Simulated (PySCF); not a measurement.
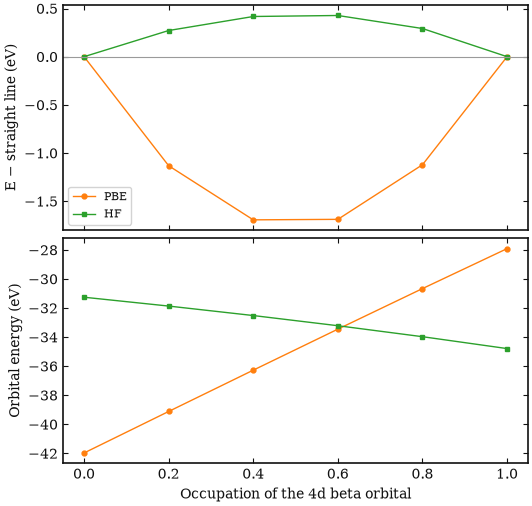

One 4d beta orbital of Ag²⁺ ([Kr] 4d⁹) is emptied in steps. The plot gives the energy less the straight line between the integer ends; the lower panel gives the orbital energy. PySCF, aug-cc-pVDZ-PP with a 28-electron core potential, unrestricted single determinants, no spin-orbit coupling.

Question: Describe the curvature of each method.

Answer: PBE: convex (delocalisation error), largest departure −1.7 eV, removal energy 34.89 eV, orbital energy from −27.9 eV when full to −42.0 eV when empty; HF: concave (localisation error), largest departure 0.43 eV, removal energy 32.91 eV, orbital energy from −34.8 eV when full to −31.3 eV when empty. The NIST semi-empirical removal energy is 34.80 eV. The exact energy is a straight line between whole electron numbers.
